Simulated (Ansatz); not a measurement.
System: CHSSi2 (charge +1).

The calculation's input:

```
crystal:
  periodic: [false, false, false]
  atoms:
    - {symbol: C, position_ang: [-1.508507, -0.454327, -2.730319]}
    - {symbol: S, position_ang: [-1.534920, 1.173428, -2.020272]}
    - {symbol: Si, position_ang: [0.542420, 0.625543, -2.149105]}
    - {symbol: Si, position_ang: [-0.827238, -1.477725, -1.426984]}
    - {symbol: H, position_ang: [-1.887516, -0.582630, -3.751887]}
basis:
  gaussian: {orbitals: def2-TZVPD}
total_charge: 1
hamiltonian: {xc: pbe0}
output: {forces: true, orbitals: {seedname: orbitals}}
```

Run with:

```sh
ansatz run input.yaml --threads 1 --pin off --max-ram 2610MiB --events-out events.jsonl --progress --plain --runs-dir runs
```

Geometry: B3LYP-D3(BJ)/def2-SVP.

All numbers below come from isolated molecule in a Gaussian basis; Kohn-Sham density functional theory, functional PBE0 (Ansatz 0.2.0).

Q: What can the converged electron density and electron localisation function tell about the bonding?

A: C–S (1.78 Å): ρ at the midpoint is about 1.3 e/Å³; the ELF peaks at about 0.85 between the atoms; a covalent bond.
C–Si (1.79 Å): ρ is about 1 e/Å³ halfway; the ELF peaks at about 0.90 between the atoms: localised, covalent bonding.
C–H (1.10 Å): ρ at the midpoint is about 2.1 e/Å³; the ELF climbs to about 1 towards the hydrogen, as it does in any bond to H; an ordinary covalent bond to hydrogen.

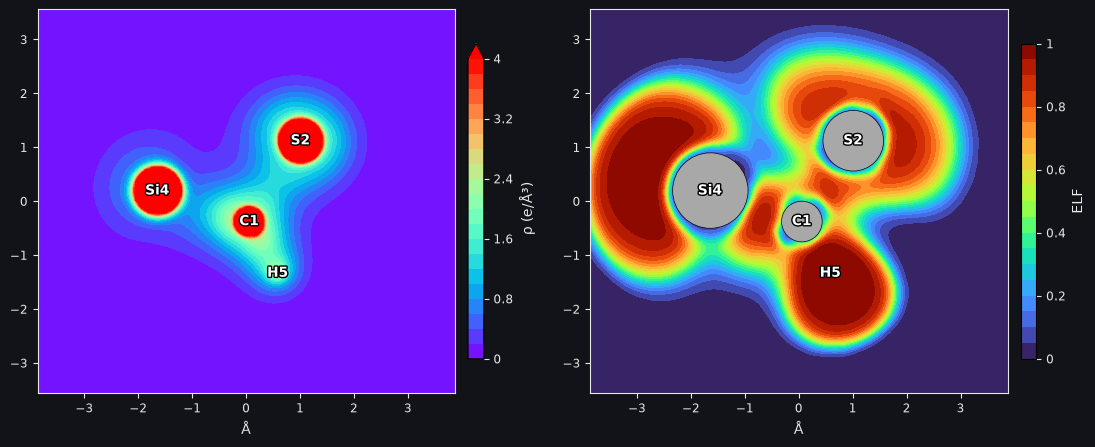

Computed electron density and electron localisation function on the plane of atoms Si4, C1 and H5, in this order. Grey discs cover the atomic cores in the ELF map. 
